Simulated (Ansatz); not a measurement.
The figure comes from a scan of SiC (wurtzite): one C atom of a 4-atom cell moves by u along (1.00, 0.00, 0.00) and v along (0.00, 1.00, 0.00). Calculation: r2SCAN (plane waves to 500 eV, PAW, scalar-relativistic; Ansatz, a program for electronic structure). k mesh 10×10×5 (Γ-centred), Fermi-Dirac smearing 0.05 eV. E stands for the smeared free energy. SiC was relaxed with its symmetry unable to fall. ΔE is measured from the undisplaced structure. Axes are in Å.

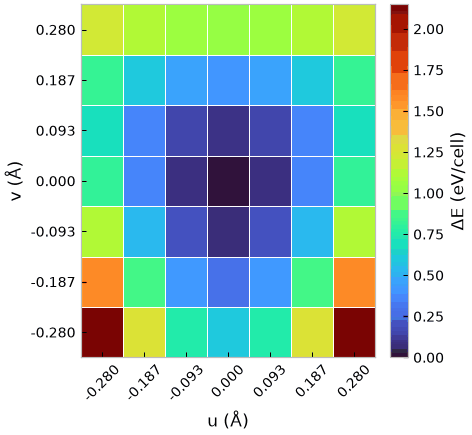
Fig. 1. ΔE (eV/cell), one tile a computed point.

Turn the plot into a table (rounded to what can be read).

To the nearest 0.2:

ΔE (eV/cell), with u across and v down:

```
v \ u   -0.280  -0.187  -0.093  0.000  0.093  0.187  0.280
------  ------  ------  ------  -----  -----  -----  -----
-0.280     2.2     1.2     0.8    0.6    0.8    1.2    2.2
-0.187     1.6     0.8     0.4    0.2    0.4    0.8    1.6
-0.093     1.2     0.6     0.2    0.0    0.2    0.6    1.2
0.000      0.8     0.4     0.0    0.0    0.0    0.4    0.8
0.093      0.6     0.4     0.2    0.0    0.2    0.4    0.6
0.187      0.8     0.6     0.4    0.4    0.4    0.6    0.8
0.280      1.2     1.2     1.0    1.0    1.0    1.2    1.2
```

(A displaced cell: forces are minus the slopes of the energy, force constants its curvatures, and phonons follow from these.)
